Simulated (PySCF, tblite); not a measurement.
# C2F4: bond homolysis, part 1 of 2

Wanted: bond homolysis for C2F4 (`FC(F)=C(F)F`).

Computed with tblite 0.8.0 and PySCF 2.14.0 and routines of our own; the level stands in each step. Atoms count from 0.

## 1. The starting structure

6 atoms, charge 0, multiplicity 1; geometry from: start built from the parent or by distance geometry.

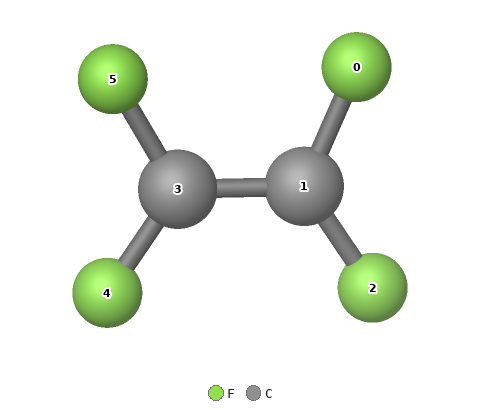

The starting geometry (fluorine green, carbon grey).

## 2. Optimising the geometry with GFN2-xTB

Job settings and geometry (Å):

```
{"job": {"kind": "relax", "xc": "GFN2-xTB", "basis": "xTB"}, "charge": 0, "multiplicity": 1}
F     -1.228400    -0.003600     1.239100
C     -0.693100    -0.014900    -0.036100
F     -1.433500    -0.097200    -1.129400
C      0.644100     0.035000    -0.061700
F      1.370100     0.000100    -1.174500
F      1.347000     0.084500     1.119500
```

Started as:

```bash
$ OMP_NUM_THREADS=1 python redox_run.py task.json out
```

This one command runs all jobs of the session in turn.

What it wrote:

```text
step      E/eV     max force
  0    -629.84798    2.168
  1    -629.99297    1.199
  2    -630.06071    0.820
  3    -630.08650    0.723
  4    -630.11807    0.634
  5    -630.13042    0.385
  6    -630.13341    0.156
  7    -630.13447    0.132
  8    -630.13629    0.179
  9    -630.13721    0.153
 10    -630.13801    0.110
 11    -630.13890    0.136
 12    -630.14006    0.134
 13    -630.14079    0.078
 14    -630.14097    0.030
 15    -630.14099    0.006
```

Wall time 0.05 s (1 thread of Arm Neoverse V1, shared host).

The steps of the relaxation:

| step | energy from step 0 (eV) | largest force (eV/Å) |
| --- | --- | --- |
| 0 | 0.0000 | 2.1682 |
| 1 | -0.1450 | 1.1993 |
| 2 | -0.2127 | 0.8202 |
| 3 | -0.2385 | 0.7229 |
| 4 | -0.2701 | 0.6336 |
| 5 | -0.2824 | 0.3855 |
| 6 | -0.2854 | 0.1560 |
| 7 | -0.2865 | 0.1318 |
| 8 | -0.2883 | 0.1790 |
| 9 | -0.2892 | 0.1535 |
| 10 | -0.2900 | 0.1104 |
| 11 | -0.2909 | 0.1363 |
| 12 | -0.2921 | 0.1336 |
| 13 | -0.2928 | 0.0779 |
| 14 | -0.2930 | 0.0300 |
| 15 | -0.2930 | 0.0061 |

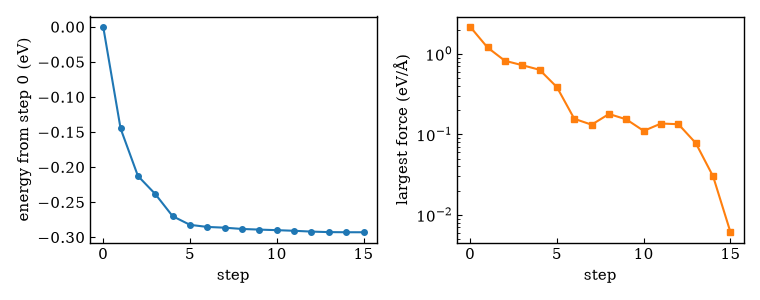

Energy and force, step by step.

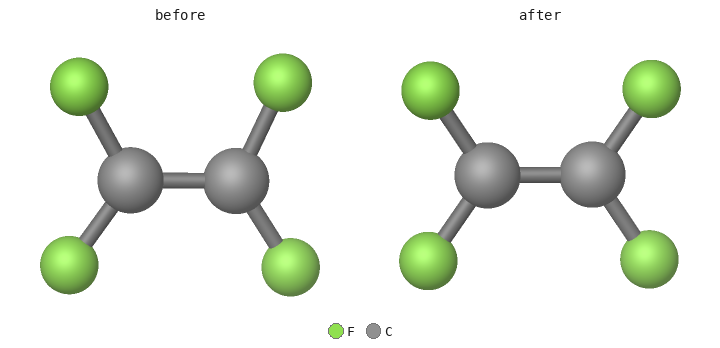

Before and after, at one scale.

Close pairs (by a distance rule), those that changed most:

| bond | before (Å) | after (Å) | change (Å) |
| --- | --- | --- | --- |
| F0–C1 | 1.383 | 1.320 | -0.063 |
| C3–F5 | 1.375 | 1.320 | -0.055 |
| C1–C3 | 1.338 | 1.329 | -0.010 |
| C3–F4 | 1.329 | 1.320 | -0.009 |
| C1–F2 | 1.323 | 1.320 | -0.003 |

The final coordinates are the input of the step that follows.

## 3. Infrared spectrum with GFN2-xTB

Job settings and geometry (Å):

```
{"job": {"kind": "ir", "xc": "GFN2-xTB", "basis": "xTB"}, "charge": 0, "multiplicity": 1}
F     -1.363309    -0.006392     1.134386
C     -0.662680    -0.022272     0.015335
F     -1.432531    -0.089391    -1.055204
C      0.664536     0.023711    -0.029532
F      1.365108     0.007760    -1.148571
F      1.435122     0.090565     1.040438
```

What it wrote:

```text
mode    cm-1     km/mol
  1     169.1      8.46
  2     185.8      0.00
  3     352.2      0.00
  4     395.8      0.00
  5     414.4     48.22
  6     481.2     12.02
  7     506.1      0.00
  8     769.3      0.00
  9    1125.0    444.23
 10    1223.8      0.00
 11    1250.4    451.32
 12    1821.7      0.00
ZPE 52.006  H(298)-E 69.170  G(298)-E -21.984 kJ/mol  S 305.73 J/(mol K)
```

Run time: 0.11 s. Hardware: 1 thread of Arm Neoverse V1, shared host.

Which atoms move in the most intense modes:

| cm⁻¹ | km/mol | atoms |
| --- | --- | --- |
| 169 | 8.5 | F4 23 %, F5 23 %, F2 23 %, F0 23 % |
| 414 | 48.2 | C3 38 %, C1 38 % |
| 481 | 12.0 | F5 21 %, F4 21 %, F0 21 %, F2 21 % |
| 1125 | 444.2 | C1 29 %, C3 29 %, F4 10 %, F0 10 % |
| 1250 | 451.3 | C3 34 %, C1 34 % |

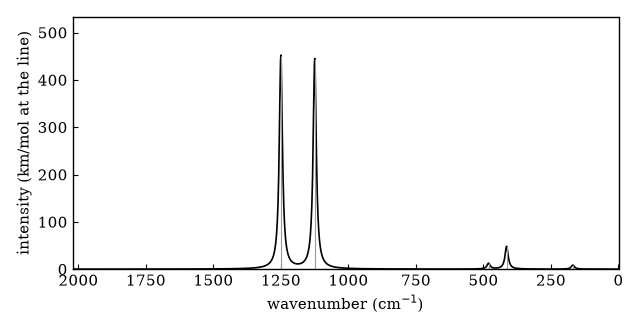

The infrared spectrum from these modes, unscaled. Lines are broadened to a width of 14 cm⁻¹ (Lorentzian).

## 4. Optimising the geometry at PBE0-D3(BJ)/def2-SVP

Settings changed since step 3:

```diff
@@ -1,2 +1,2 @@
-{"job": {"kind": "ir", "xc": "GFN2-xTB", "basis": "xTB"}, "charge": 0, "multiplicity": 1}
+{"job": {"xc": "PBE0", "basis": "def2-SVP", "d3": "d3bj", "grid": 1, "kind": "geom"}, "charge": 0, "multiplicity": 1}
 F     -1.363309    -0.006392     1.134386
```

What it wrote:

```text
step   0  E = -474.69403416  max force = 0.016515
step   1  E = -474.69425968  max force = 0.006013
step   2  E = -474.69476730  max force = 0.001213
step   3  E = -474.69477582  max force = 0.000976
step   4  E = -474.69478467  max force = 0.000627
step   5  E = -474.69479623  max force = 0.000387
optimisation converged
```

Wall time 11 s (1 thread of Arm Neoverse V1, shared host).

Relaxation path:

| step | energy from step 0 (eV) | largest force component (eV/Å) |
| --- | --- | --- |
| 0 | 0.0000 | 0.8492 |
| 1 | -0.0061 | 0.3092 |
| 2 | -0.0199 | 0.0624 |
| 3 | -0.0202 | 0.0502 |
| 4 | -0.0204 | 0.0322 |
| 5 | -0.0207 | 0.0199 |

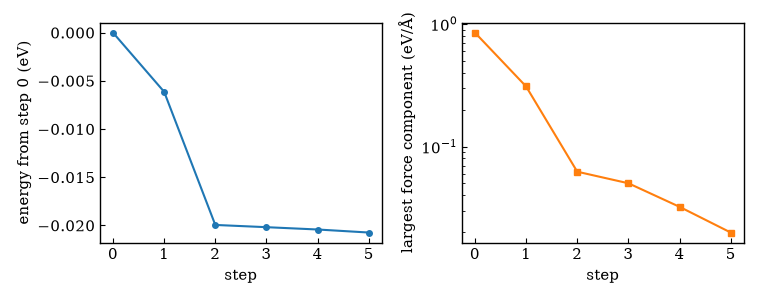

Energy and largest force along the relaxation.

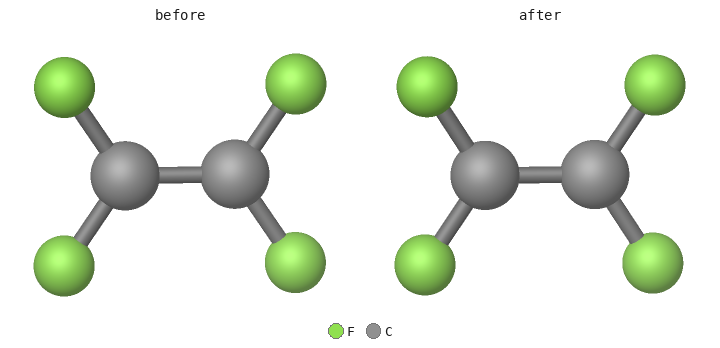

The geometry before (left) and after (right).

Close pairs (by a distance rule), those that changed most:

| bond | before (Å) | after (Å) | change (Å) |
| --- | --- | --- | --- |
| C3–F4 | 1.320 | 1.309 | -0.011 |
| C1–F2 | 1.320 | 1.309 | -0.011 |
| F0–C1 | 1.320 | 1.309 | -0.011 |
| C3–F5 | 1.320 | 1.309 | -0.011 |
| C1–C3 | 1.329 | 1.330 | +0.001 |

The end geometry stands in the next job.

| at the end point | value |
| --- | --- |
| point group (found at 0.08 Å tolerance) | D2h |
| rotational constants (GHz, main isotopes) | 5.538, 3.251, 2.048 |
| dipole moment (D) | 0.00 |

## 5. Harmonic vibrations (C₂F₄): PBE0-D3(BJ)/def2-SVP

Job settings and geometry (Å):

```
{"job": {"xc": "PBE0", "basis": "def2-SVP", "d3": "d3bj", "grid": 2, "kind": "hessian"}, "charge": 0, "multiplicity": 1}
F     -1.353086    -0.002969     1.121359
C     -0.662431    -0.026806     0.009655
F     -1.403429    -0.110061    -1.066059
C      0.665522     0.028120    -0.023956
F      1.354196     0.004216    -1.136731
F      1.405474     0.111481     1.052584
```

What it wrote:

```text
coarse grid: 6520 points
cycle   1  E = -474.5139698135  dE =  1.129e+00  |g| = 8.419e-01  |ddm| = 2.792e+00
cycle   2  E = -474.3729684579  dE =  1.410e-01  |g| = 1.254e+00  |ddm| = 1.480e+00
cycle   3  E = -474.6321900518  dE = -2.592e-01  |g| = 5.130e-02  |ddm| = 9.272e-01
cycle   4  E = -474.6325898769  dE = -3.998e-04  |g| = 7.659e-03  |ddm| = 2.833e-02
cycle   5  E = -474.6325986965  dE = -8.820e-06  |g| = 1.747e-03  |ddm| = 6.493e-03
final grid: 68832 points
cycle   6  E = -474.6948683448  dE = -1.957e-05  |g| = 5.989e-03  |ddm| = 1.422e-02
cycle   7  E = -474.6948619314  dE =  6.413e-06  |g| = 8.730e-03  |ddm| = 9.921e-03
cycle   8  E = -474.6948750110  dE = -1.308e-05  |g| = 3.456e-04  |ddm| = 5.964e-03
cycle   9  E = -474.6948750346  dE = -2.359e-08  |g| = 5.611e-05  |ddm| = 3.576e-04
cycle  10  E = -474.6948750348  dE = -2.312e-10  |g| = 4.126e-05  |ddm| = 8.167e-05
cycle  11  E = -474.6948750352  dE = -4.063e-10  |g| = 5.180e-06  |ddm| = 4.442e-05
cycle  12  E = -474.6948750352  dE = -3.638e-12  |g| = 3.289e-07  |ddm| = 5.070e-06
converged SCF energy = -474.6948750352

mode    cm-1
  1     201.8
  2     208.1
  3     405.3
  4     431.1
  5     549.4
  6     560.6
  7     569.3
  8     824.6
  9    1237.9
 10    1409.6
 11    1419.4
 12    1963.8
ZPE 58.502  H(298)-E 74.567  G(298)-E -14.474 kJ/mol  S 298.65 J/(mol K)
```

Run time: 44 s. Hardware: 1 thread of Arm Neoverse V1, shared host; peak memory 1.3 GiB.

Zero-point energy 58.50 kJ/mol (xTB gave 52.01).

## 6. Single point (C₂F₄): M06-2X/def2-TZVP

Geometry: PBE0-D3(BJ)/def2-SVP.

Job settings and geometry (Å):

```
{"job": {"kind": "sp", "xc": "M06-2X", "basis": "def2-TZVP", "grid": 3}, "charge": 0, "multiplicity": 1}
F     -1.353086    -0.002969     1.121359
C     -0.662431    -0.026806     0.009655
F     -1.403429    -0.110061    -1.066059
C      0.665522     0.028120    -0.023956
F      1.354196     0.004216    -1.136731
F      1.405474     0.111481     1.052584
```

What it wrote:

```text
coarse grid: 31560 points
cycle   1  E = -475.4410812555  dE =  1.282e+00  |g| = 8.514e-01  |ddm| = 2.392e+00
cycle   2  E = -475.4057614413  dE =  3.532e-02  |g| = 1.031e+00  |ddm| = 8.576e-01
cycle   3  E = -475.5650488949  dE = -1.593e-01  |g| = 7.258e-02  |ddm| = 4.332e-01
cycle   4  E = -475.5657374828  dE = -6.886e-04  |g| = 1.630e-02  |ddm| = 3.977e-02
cycle   5  E = -475.5657862270  dE = -4.874e-05  |g| = 2.400e-03  |ddm| = 1.576e-02
cycle   6  E = -475.5657877740  dE = -1.547e-06  |g| = 4.155e-04  |ddm| = 2.520e-03
final grid: 85288 points
cycle   7  E = -475.5665853271  dE = -8.363e-06  |g| = 1.519e-03  |ddm| = 1.335e-02
cycle   8  E = -475.5665856450  dE = -3.179e-07  |g| = 8.710e-04  |ddm| = 1.924e-03
cycle   9  E = -475.5665857384  dE = -9.342e-08  |g| = 2.238e-04  |ddm| = 5.227e-04
cycle  10  E = -475.5665857450  dE = -6.644e-09  |g| = 1.175e-04  |ddm| = 1.535e-04
cycle  11  E = -475.5665857477  dE = -2.655e-09  |g| = 9.404e-06  |ddm| = 6.666e-05
converged SCF energy = -475.5665857477
```

Wall time 8.7 s (1 thread of Arm Neoverse V1, shared host); peak memory 0.75 GiB.

## 7. Relaxing the molecule with GFN2-xTB

This step treats C2F3 radical, labelled `F[C]=C(F)F` (the label fixes atoms and charge, not where charge and spin sit).

Job settings and geometry (Å):

```
{"job": {"kind": "relax", "xc": "GFN2-xTB", "basis": "xTB"}, "charge": 0, "multiplicity": 2}
C     -0.646200    -0.032900     0.004400
F     -1.414200    -0.101400    -1.089100
C      0.683000     0.020500    -0.020800
F      1.351700     0.018800    -1.157300
F      1.402200     0.107600     1.063900
```

What it wrote:

```text
step      E/eV     max force
  0    -498.71320    2.281
  1    -498.76258    1.229
  2    -498.77484    0.703
  3    -498.78204    0.348
  4    -498.79184    0.331
  5    -498.79969    0.341
  6    -498.80314    0.233
  7    -498.80715    0.261
  8    -498.81201    0.389
  9    -498.81710    0.342
 10    -498.81874    0.138
 11    -498.81901    0.040
 12    -498.81907    0.024
 13    -498.81909    0.019
 14    -498.81911    0.019
 15    -498.81912    0.013
 16    -498.81913    0.005
```

It took 0.04 s on 1 thread of Arm Neoverse V1, shared host.

Step by step:

| step | energy from step 0 (eV) | largest force (eV/Å) |
| --- | --- | --- |
| 0 | 0.0000 | 2.2805 |
| 1 | -0.0494 | 1.2293 |
| 2 | -0.0616 | 0.7030 |
| 3 | -0.0688 | 0.3477 |
| 4 | -0.0786 | 0.3308 |
| 5 | -0.0865 | 0.3414 |
| 6 | -0.0899 | 0.2326 |
| 7 | -0.0940 | 0.2606 |
| 8 | -0.0988 | 0.3886 |
| 9 | -0.1039 | 0.3422 |
| 10 | -0.1055 | 0.1377 |
| 11 | -0.1058 | 0.0396 |
| 12 | -0.1059 | 0.0235 |
| 13 | -0.1059 | 0.0188 |
| 14 | -0.1059 | 0.0194 |
| 15 | -0.1059 | 0.0125 |
| 16 | -0.1059 | 0.0055 |

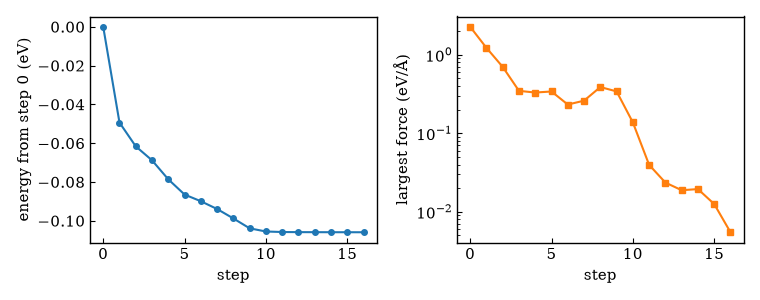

Energy and largest force along the relaxation.

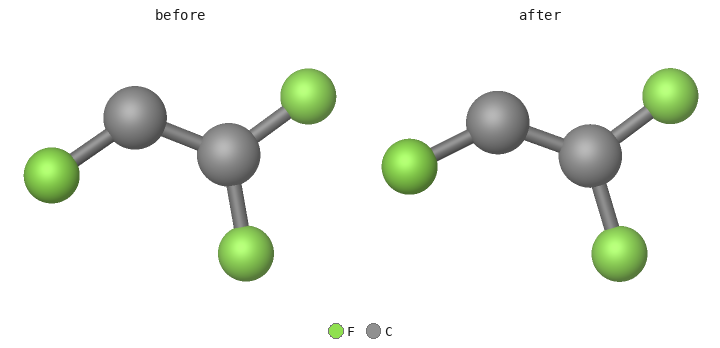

Before and after, at one scale.

Close pairs (by a distance rule), those that changed most:

| bond | before (Å) | after (Å) | change (Å) |
| --- | --- | --- | --- |
| C0–F1 | 1.338 | 1.303 | -0.035 |
| C0–C2 | 1.331 | 1.302 | -0.029 |
| C2–F3 | 1.319 | 1.344 | +0.025 |
| C2–F4 | 1.304 | 1.320 | +0.015 |

The next job starts from the end point, and lists it.

(Continued in part 2 of 2.)
